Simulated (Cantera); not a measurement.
Input: 1 mol Pb, 7.8 mol CO, 0.59 mol N₂, held at 0.100 bar.

Equilibrium computed with Cantera from the NASA thermochemical tables; the gas is ideal and each condensed phase is pure. Candidate condensed phases: C, Pb, PbO, PbO₂, Pb₃O₄; 27 gas species. Kinetics and transport are ignored.

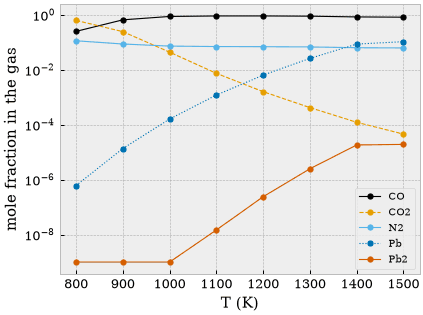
Fig. 1. Equilibrium gas composition (values under 1e-9 drawn at 1e-9)

Problem. Read off the mole fractions at 1500 K.

Solution. CO about 0.83, Pb about 0.11, N₂ about 0.063, CO₂ about 4.6e-5, Pb₂ about 1.9e-5.
